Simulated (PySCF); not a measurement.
Molecule: SMILES C[SiH](C)SB(C)C (C4H13BSSi). Atoms near the plane z = 0.8 Å, at the GFN2-xTB optimised geometry (x, y, z in Å): Si1 (-1.6, 0.5, 0.0), C2 (-2.3, 2.2, 0.4), S4 (0.6, 0.8, 0.0), B5 (1.4, -0.7, 0.0), C6 (0.6, -2.1, 0.0), C7 (3.0, -0.7, 0.0), H8 (-1.9, -0.5, 0.9), H9 (-2.0, 2.5, 1.5), H10 (-2.0, 3.0, -0.2), H11 (-3.4, 2.2, 0.4), H16 (0.1, -2.3, 1.0), H17 (1.3, -3.0, -0.1), H18 (3.4, -1.4, 0.8), H19 (3.4, 0.2, 0.1).

Computed with PBE0/def2-SVP in PySCF 2.14.0. The values are rescaled to run from 0 to 1.

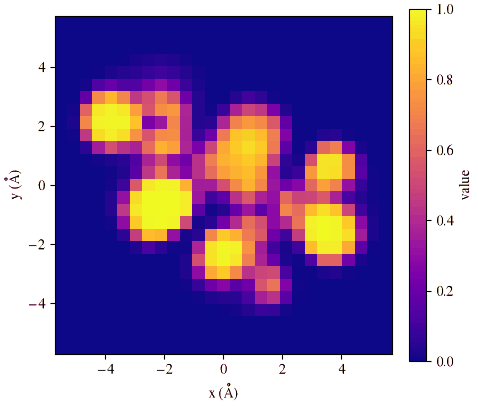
Figure: a field on the plane z = 0.8 Å.

Q: Which quantity is mapped?
(A) electrostatic potential
(B) electron localisation function
(C) deformation density (molecule minus spherical neutral atoms)
(D) an orbital amplitude

A: B, electron localisation function
